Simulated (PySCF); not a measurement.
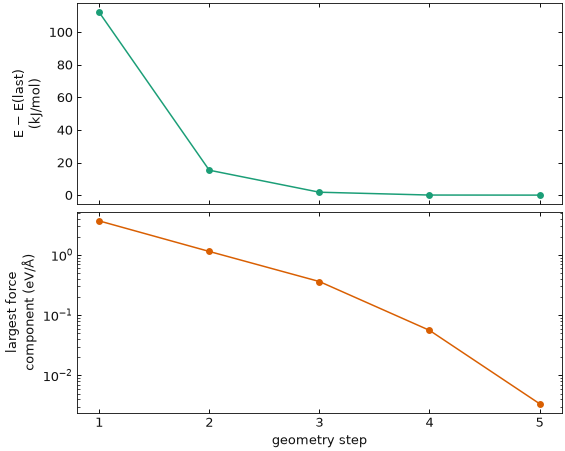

History of a geometry optimisation. The start has point group D4h, which is kept. A held symmetry can leave a saddle point.

The run: BrCl₄ molecule (charge +1), by RKS-based PBE0, Br def2-TZVP, Cl def2-TZVP; non-relativistic Hamiltonian; density fitting (PySCF 2.14.0).

> How did it end, and what did it gain?

The optimisation met its thresholds at geometry 5, counting the start as the first. The energy fell by about 110 kJ/mol from the first step to the last. The largest force component goes from about 3.7 eV/Å at the start to 3 × 10⁻³ eV/Å at the end.
